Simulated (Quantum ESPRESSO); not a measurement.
# Zr (Zirconium): from the cell to the phonon bands

How does Zr (Zirconium) vibrate, and is this structure a minimum?

Calculated with Quantum ESPRESSO 7.5; DFT LDA, scalar-relativistic, plane waves, PseudoDojo norm-conserving pseudopotentials.

## Step 1: Starting point

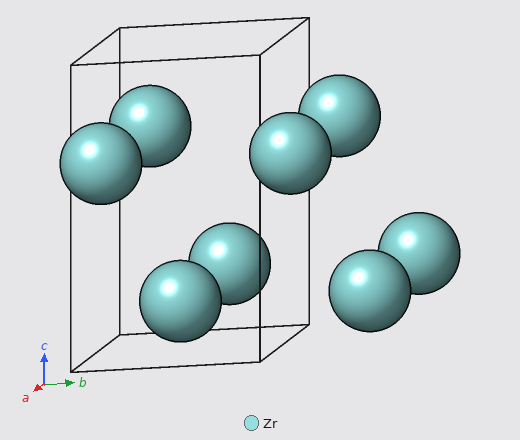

The starting structure, seen slightly off an axis (zirconium light teal). 2×2×1 cells are drawn.

Structure file:

```
Zr
1.0
     3.23200    0.00000    0.00000
    -1.61600    2.79899    0.00000
     0.00000    0.00000    5.14700
Zr
2
Direct
  0.33333 0.66667 0.25000
  0.66667 0.33333 0.75000
```

## Step 2: A probe with smearing

Before anything dear is run, a loose run with smearing shows whether this is a metal and how far the cell is from rest.

Contents of probe.in:

```
&control
   calculation = 'scf'
   prefix = 'x'
   outdir = './tmp'
   pseudo_dir = './pseudo'
   tprnfor = .true.
   tstress = .true.
   verbosity = 'high'
/
&system
   ibrav = 4
   celldm(1) = 6.10759483
   celldm(3) = 1.59251238
   nat = 2
   ntyp = 1
   ecutwfc = 70.0
   occupations = 'smearing'
   smearing = 'gaussian'
   degauss = 0.01
/
&electrons
   conv_thr = 1.0d-07
   mixing_beta = 0.7
   electron_maxstep = 100
/
ATOMIC_SPECIES
 Zr     91.2240  Zr.upf
ATOMIC_POSITIONS crystal
 Zr     0.333333333   0.666666667   0.250000000
 Zr     0.666666667   0.333333333   0.750000000
K_POINTS automatic
 6 6 4 0 0 0
```

Launch:

```
OMP_NUM_THREADS=1 mpirun -n 4 pw.x -nk 4 -in probe.in > probe.out
```

The program printed:

```text
[banners, grids, parts of the stress and lines that vanish by symmetry left out]
Program PWSCF v.7.5
     bravais-lattice index     =            4
     lattice parameter (alat)  =       6.1076  a.u.
[...]
kinetic-energy cutoff     =      70.0000  Ry
     charge density cutoff     =     280.0000  Ry
     scf convergence threshold =      1.0E-07
[...]
Exchange-correlation= SLA  PW   NOGX NOGC
                           (   1   4   0   0   0   0   0)
[...]
24 Sym. Ops., with inversion, found (12 have fractional translation)
[...]
(     0          1          0      )
                  (     0          0          1      )
[...]
(  0.0000000  1.0000000  0.0000000 )
                  (  0.0000000  0.0000000  1.0000000 )
[...]
(     0         -1          0      )       (  0.0000000 )
[...]
(  0.0000000  0.0000000  1.0000000 )
[...]
(    -1          0          0      )
                  (     0          0          1      )
[...]
( -0.8660254 -0.5000000  0.0000000 )
                  (  0.0000000  0.0000000  1.0000000 )
[...]
number of k points=    21  Gaussian smearing, width (Ry)=  0.0100
[...]
End of self-consistent calculation
[...]
the Fermi energy is    13.8892 ev
!    total energy              =    -202.73145823 Ry
[...]
convergence has been achieved in   5 iterations
[...]
atom    1 type  1   force =     0.00000000    0.00000000    0.00000000
     atom    2 type  1   force =     0.00000000    0.00000000    0.00000000
[...]
Total force =     0.000000     Total SCF correction =     0.000000
[...]
total   stress  (Ry/bohr**3)                   (kbar)     P=      -61.76
[...]
XML data file, charge density, pseudopotentials, collected wavefunctions

   JOB DONE.
```

It took 4.2 s on 4 MPI ranks of Arm Neoverse V1, shared host.

This step gave:

```yaml
volume_per_atom: 23.28 Å³
pressure: -6.176 GPa
gap_on_the_k_mesh: 0 eV
```

No gap opens on this mesh, so smearing is kept; the start stands at -6.2 GPa.

## Step 3: Relaxation

The relaxation runs at a cutoff a fifth above that of the response, since stress converges more slowly with the basis than frequencies do. Forces and stress are brought to rest with tight thresholds.

Contents of relax.in:

```
&control
   calculation = 'vc-relax'
   prefix = 'x'
   outdir = './tmp'
   pseudo_dir = './pseudo'
   tprnfor = .true.
   tstress = .true.
   forc_conv_thr = 2.0d-05
   etot_conv_thr = 1.0d-07
   nstep = 40
/
&system
   ibrav = 4
   celldm(1) = 6.10759483
   celldm(3) = 1.59251238
   nat = 2
   ntyp = 1
   ecutwfc = 84
   occupations = 'smearing'
   smearing = 'mv'
   degauss = 0.02
/
&electrons
   conv_thr = 1.0d-11
   mixing_beta = 0.7
   electron_maxstep = 100
/
&ions
/
&cell
   press_conv_thr = 0.2
/
ATOMIC_SPECIES
 Zr     91.2240  Zr.upf
ATOMIC_POSITIONS crystal
 Zr     0.333333333   0.666666667   0.250000000
 Zr     0.666666667   0.333333333   0.750000000
K_POINTS automatic
 15 15 8 0 0 0
```

Launch:

```
OMP_NUM_THREADS=1 mpirun -n 4 pw.x -nk 4 -in relax.in > relax.out
```

The program printed:

```text
[banners, grids, parts of the stress and lines that vanish by symmetry left out]
[banner, memory and clock lines left out]
Program PWSCF v.7.5

[...]
kinetic-energy cutoff     =      84.0000  Ry
     charge density cutoff     =     336.0000  Ry
     scf convergence threshold =      1.0E-11
[...]
energy convergence thresh.=      1.0E-07
     force convergence thresh. =      2.0E-05
     press convergence thresh. =      2.0E-01
     Exchange-correlation= SLA  PW   NOGX NOGC
                           (   1   4   0   0   0   0   0)
[...]
24 Sym. Ops., with inversion, found (12 have fractional translation)
[...]
number of k points=   135  Marzari-Vanderbilt smearing, width (Ry)=  0.0200
[...]
End of self-consistent calculation
[...]
the Fermi energy is    13.8260 ev
!    total energy              =    -202.73160691 Ry
[...]
convergence has been achieved in   8 iterations
[...]
atom    1 type  1   force =    -0.00000000   -0.00000000    0.00000000
     atom    2 type  1   force =     0.00000000    0.00000000    0.00000000
     Total force =     0.000000     Total SCF correction =     0.000000
[...]
total   stress  (Ry/bohr**3)                   (kbar)     P=      -60.73
[...]
number of bfgs steps    =   0
[...]
CELL_PARAMETERS (alat=  6.10759483)
[...]
ATOMIC_POSITIONS (crystal)
Zr               0.3333333330        0.6666666670        0.2500000000
Zr               0.6666666670        0.3333333330        0.7500000000
[...]
New effective cutoffs (rho, wfc):  342.89   85.80
[...]
End of self-consistent calculation
[...]
the Fermi energy is    14.3412 ev
!    total energy              =    -202.73470296 Ry
[...]
convergence has been achieved in   6 iterations
[...]
atom    1 type  1   force =    -0.00000000    0.00000000    0.00000000
     atom    2 type  1   force =     0.00000000   -0.00000000    0.00000000
     Total force =     0.000000     Total SCF correction =     0.000000
[...]
total   stress  (Ry/bohr**3)                   (kbar)     P=      -33.09
[...]
number of bfgs steps    =   1
[...]
CELL_PARAMETERS (alat=  6.10759483)
[...]
ATOMIC_POSITIONS (crystal)
Zr               0.3333333330        0.6666666670        0.2500000000
Zr               0.6666666670        0.3333333330        0.7500000000
[...]
New effective cutoffs (rho, wfc):  351.72   88.04
[...]
End of self-consistent calculation
[...]
the Fermi energy is    14.9596 ev
!    total energy              =    -202.73587994 Ry
[...]
convergence has been achieved in   7 iterations
[...]
atom    1 type  1   force =    -0.00000000   -0.00000000   -0.00000000
     atom    2 type  1   force =     0.00000000    0.00000000    0.00000000
     Total force =     0.000000     Total SCF correction =     0.000000
[...]
total   stress  (Ry/bohr**3)                   (kbar)     P=        2.82
[...]
number of bfgs steps    =   2
[...]
CELL_PARAMETERS (alat=  6.10759483)
[...]
ATOMIC_POSITIONS (crystal)
[...]
New effective cutoffs (rho, wfc):  351.43   87.99
[...]
End of self-consistent calculation
[...]
the Fermi energy is    14.9190 ev
!    total energy              =    -202.73590358 Ry
[...]
atom    2 type  1   force =    -0.00000000    0.00000000   -0.00000000
     Total force =     0.000000     Total SCF correction =     0.000000
[...]
total   stress  (Ry/bohr**3)                   (kbar)     P=       -1.39
[...]
number of bfgs steps    =   5
[...]
New effective cutoffs (rho, wfc):  353.13   88.54
[...]
the Fermi energy is    14.9168 ev
!    total energy              =    -202.73595214 Ry
[...]
convergence has been achieved in   6 iterations
[...]
atom    1 type  1   force =    -0.00000000   -0.00000000   -0.00000000
     atom    2 type  1   force =     0.00000000    0.00000000    0.00000000
     Total force =     0.000000     Total SCF correction =     0.000000
[...]
total   stress  (Ry/bohr**3)                   (kbar)     P=       -0.48
[...]
number of bfgs steps    =   6
[...]
New effective cutoffs (rho, wfc):  353.25   88.57
[...]
the Fermi energy is    14.9241 ev
!    total energy              =    -202.73595236 Ry
[...]
convergence has been achieved in   5 iterations
[...]
atom    1 type  1   force =    -0.00000000   -0.00000000   -0.00000000
     atom    2 type  1   force =     0.00000000    0.00000000    0.00000000
     Total force =     0.000000     Total SCF correction =     0.000000
[...]
total   stress  (Ry/bohr**3)                   (kbar)     P=       -0.05
[...]
number of bfgs steps    =   7
[...]
CELL_PARAMETERS (alat=  6.10759483)
[...]
ATOMIC_POSITIONS (crystal)
[...]
New effective cutoffs (rho, wfc):  353.25   88.57
[...]
End of self-consistent calculation
[...]
the Fermi energy is    14.9248 ev
!    total energy              =    -202.73595236 Ry
[...]
convergence has been achieved in   4 iterations
[...]
atom    1 type  1   force =     0.00000000    0.00000000    0.00000000
     atom    2 type  1   force =    -0.00000000   -0.00000000   -0.00000000
     Total force =     0.000000     Total SCF correction =     0.000000
[...]
total   stress  (Ry/bohr**3)                   (kbar)     P=       -0.00
[...]
bfgs converged in   9 scf cycles and   8 bfgs steps
[...]
End of BFGS Geometry Optimization
     Final enthalpy           =    -202.7359523590 Ry
     File ./tmp/x.bfgs deleted, as requested
[...]
CELL_PARAMETERS (alat=  6.10759483)
[...]
ATOMIC_POSITIONS (crystal)
Zr               0.3333333330        0.6666666670        0.2500000000
Zr               0.6666666670        0.3333333330        0.7500000000
[...]
Final scf calculation at the relaxed structure.
[...]
kinetic-energy cutoff     =      84.0000  Ry
     charge density cutoff     =     336.0000  Ry
     scf convergence threshold =      1.0E-13
[...]
press convergence thresh. =      2.0E-01
     Exchange-correlation= SLA  PW   NOGX NOGC
                           (   1   4   0   0   0   0   0)
[...]
24 Sym. Ops., with inversion, found (12 have fractional translation)
[...]
number of k points=   135  Marzari-Vanderbilt smearing, width (Ry)=  0.0200
[...]
c_bands:  1 eigenvalues not converged
     c_bands:  1 eigenvalues not converged
     c_bands:  1 eigenvalues not converged
     c_bands:  1 eigenvalues not converged
     c_bands:  1 eigenvalues not converged
     c_bands:  1 eigenvalues not converged
     c_bands:  1 eigenvalues not converged
[...]
End of self-consistent calculation
[...]
the Fermi energy is    14.9248 ev
!    total energy              =    -202.73594383 Ry
[...]
convergence has been achieved in  10 iterations
[...]
atom    1 type  1   force =     0.00000000    0.00000000    0.00000000
     atom    2 type  1   force =     0.00000000   -0.00000000   -0.00000000
     Total force =     0.000000     Total SCF correction =     0.000000
[...]
total   stress  (Ry/bohr**3)                   (kbar)     P=       -0.03
[...]
XML data file, charge density, pseudopotentials, collected wavefunctions
```

Wall time 4.2 min (4 MPI ranks).

The steps of the relaxation:

```tsv
step	energy less that of the first step (eV)	largest force (eV/Å)	pressure (GPa)	volume (Å³)
1	0.0000	0.0000	-6.07	46.56
2	-0.0421	0.0000	-3.31	45.13
3	-0.0581	0.0000	0.28	43.53
4	-0.0585	0.0000	0.03	43.63
5	-0.0588	0.0000	-0.13	43.68
6	-0.0591	0.0000	-0.14	43.66
7	-0.0591	0.0000	-0.05	43.62
8	-0.0591	0.0000	-0.01	43.60
9	-0.0591	0.0000	0.00	43.60
10	-0.0590	0.0000	0.00	43.60
```

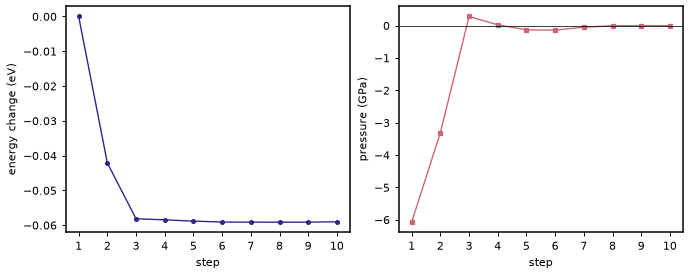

Energy and pressure along the relaxation.

```tsv
conventional cell, symmetrised	before	after	change
a (Å)	3.232	3.147	-2.6 %
b (Å)	3.232	3.147	-2.6 %
c (Å)	5.147	5.082	-1.3 %
volume (Å³/atom)	23.28	21.80	-6.4 %
```

The relaxed structure:

```cif
data_structure
_symmetry_space_group_name_H-M 'P 1'
_symmetry_Int_Tables_number 1
_cell_length_a 3.1475
_cell_length_b 3.1475
_cell_length_c 5.0818
_cell_angle_alpha 90.000
_cell_angle_beta 90.000
_cell_angle_gamma 120.000
_cell_volume 43.60
loop_
_atom_site_label
_atom_site_type_symbol
_atom_site_fract_x
_atom_site_fract_y
_atom_site_fract_z
_atom_site_occupancy
Zr1 Zr 0.33333 0.66667 0.25000 1
Zr2 Zr 0.66667 0.33333 0.75000 1
```

The last row of the table of steps is pw.x's closing run on a basis chosen anew for the final cell, so its energy can jump.

This step gave:

| Item | Value |
| --- | --- |
| volume per atom | 21.80 Å³ |
| pressure | -0.003000 GPa |

The volume changes by -6.4 % from the cell with which this run began.

## Step 4: Ground state

The response is built on this ground state, so it is converged far tighter than an energy would need. Smearing stays on, as the first look found no gap above 0.3 eV.

Contents of scf.in:

```
&control
   calculation = 'scf'
   prefix = 'x'
   outdir = './tmp'
   pseudo_dir = './pseudo'
   tprnfor = .true.
   tstress = .true.
/
&system
   ibrav = 4
   celldm(1) = 5.94787773
   celldm(3) = 1.61457603
   nat = 2
   ntyp = 1
   ecutwfc = 70.0
   occupations = 'smearing'
   smearing = 'mv'
   degauss = 0.02
/
&electrons
   conv_thr = 1.0d-12
   mixing_beta = 0.7
   electron_maxstep = 100
/
ATOMIC_SPECIES
 Zr     91.2240  Zr.upf
ATOMIC_POSITIONS crystal
 Zr     0.333333333   0.666666667   0.250000000
 Zr     0.666666667   0.333333333   0.750000000
K_POINTS automatic
 15 15 8 0 0 0
```

Launch:

```
OMP_NUM_THREADS=1 mpirun -n 4 pw.x -nk 4 -in scf.in > scf.out
```

The program printed:

```text
[banners, grids, parts of the stress and lines that vanish by symmetry left out]
[banner, memory and clock lines left out]
Program PWSCF v.7.5

[...]
kinetic-energy cutoff     =      70.0000  Ry
     charge density cutoff     =     280.0000  Ry
     scf convergence threshold =      1.0E-12
[...]
Exchange-correlation= SLA  PW   NOGX NOGC
                           (   1   4   0   0   0   0   0)
[...]
24 Sym. Ops., with inversion, found (12 have fractional translation)
[...]
number of k points=   135  Marzari-Vanderbilt smearing, width (Ry)=  0.0200
[...]
c_bands:  1 eigenvalues not converged
[...]
End of self-consistent calculation
[...]
the Fermi energy is    14.9248 ev
!    total energy              =    -202.73589519 Ry
[...]
convergence has been achieved in   9 iterations
[...]
atom    1 type  1   force =     0.00000000    0.00000000    0.00000000
     atom    2 type  1   force =     0.00000000    0.00000000    0.00000000
     Total force =     0.000000     Total SCF correction =     0.000000
[...]
total   stress  (Ry/bohr**3)                   (kbar)     P=        0.00
[...]
XML data file, charge density, pseudopotentials, collected wavefunctions
```

Run time: 22 s. Hardware: 4 MPI ranks; 89 s of CPU time.

This step gave:

- pressure: 0 GPa

The cell stands at 0 GPa, close enough for phonons.

## Step 5: Levels on a dense mesh

The coupling is a sum over pairs of states at the Fermi level and needs a much denser mesh than the density does.

scf_fit.in, as its differences from scf.in of step 4:

```diff
@@ -18,5 +18,6 @@
    degauss = 0.02
+   la2F = .true.
 /
 &electrons
-   conv_thr = 1.0d-12
+   conv_thr = 1.0d-10
    mixing_beta = 0.7
@@ -30,2 +31,2 @@
 K_POINTS automatic
- 15 15 8 0 0 0
+ 30 30 16 0 0 0
```

Launch:

```
OMP_NUM_THREADS=1 mpirun -n 4 pw.x -nk 4 -in scf_fit.in > scf_fit.out
```

The program printed:

```text
[banners, grids, parts of the stress and lines that vanish by symmetry left out]
[banner, memory and clock lines left out]
Program PWSCF v.7.5

[...]
kinetic-energy cutoff     =      70.0000  Ry
     charge density cutoff     =     280.0000  Ry
     scf convergence threshold =      1.0E-10
[...]
Exchange-correlation= SLA  PW   NOGX NOGC
                           (   1   4   0   0   0   0   0)
[...]
24 Sym. Ops., with inversion, found (12 have fractional translation)
[...]
number of k points=   819  Marzari-Vanderbilt smearing, width (Ry)=  0.0200
[...]
End of self-consistent calculation
[...]
the Fermi energy is    14.9237 ev
!    total energy              =    -202.73584624 Ry
[...]
convergence has been achieved in   8 iterations
[...]
atom    1 type  1   force =     0.00000000    0.00000000    0.00000000
     atom    2 type  1   force =     0.00000000    0.00000000    0.00000000
     Total force =     0.000000     Total SCF correction =     0.000000
[...]
total   stress  (Ry/bohr**3)                   (kbar)     P=        0.41
[...]
XML data file, charge density, pseudopotentials, collected wavefunctions
```

Wall time 2 min (4 MPI ranks); 7.9 min of CPU time.

Numbers from this step:

```
pressure : 0.041 GPa
```

## Step 6: Ground state

The run on the dense mesh left its levels for the electron-phonon sums; ph.x needs the ground state on the coarse mesh, so pw.x runs once more in the same folder.

scf.in is that of step 4.

Launch:

```
OMP_NUM_THREADS=1 mpirun -n 4 pw.x -nk 4 -in scf.in > scf.out
```

The program printed:

```text
[banners, grids, parts of the stress and lines that vanish by symmetry left out]
[banner, memory and clock lines left out]
Program PWSCF v.7.5

[...]
kinetic-energy cutoff     =      70.0000  Ry
     charge density cutoff     =     280.0000  Ry
     scf convergence threshold =      1.0E-12
[...]
Exchange-correlation= SLA  PW   NOGX NOGC
                           (   1   4   0   0   0   0   0)
[...]
24 Sym. Ops., with inversion, found (12 have fractional translation)
[...]
number of k points=   135  Marzari-Vanderbilt smearing, width (Ry)=  0.0200
[...]
c_bands:  1 eigenvalues not converged
[...]
End of self-consistent calculation
[...]
the Fermi energy is    14.9248 ev
!    total energy              =    -202.73589519 Ry
[...]
convergence has been achieved in   9 iterations
[...]
atom    1 type  1   force =     0.00000000    0.00000000    0.00000000
     atom    2 type  1   force =     0.00000000    0.00000000    0.00000000
     Total force =     0.000000     Total SCF correction =     0.000000
[...]
total   stress  (Ry/bohr**3)                   (kbar)     P=        0.00
[...]
XML data file, charge density, pseudopotentials, collected wavefunctions
```

Run time: 22 s. Hardware: 4 MPI ranks; 88 s of CPU time.

Numbers from this step:

```
pressure : 0 GPa
```

(Part 1 of 2 ends here.)

[Host names and launcher messages were left out of these logs when they were recorded.]

[Logs are printed without paths, hosts, clocks, repeated set-up lines and the standing remarks that a program may print on its own settings, such as how far it seeks lower states.]

[Hosts, paths, dates, database ids (printed as entryN), source tags and the programs' standing remarks are cut or masked in the printed files.]
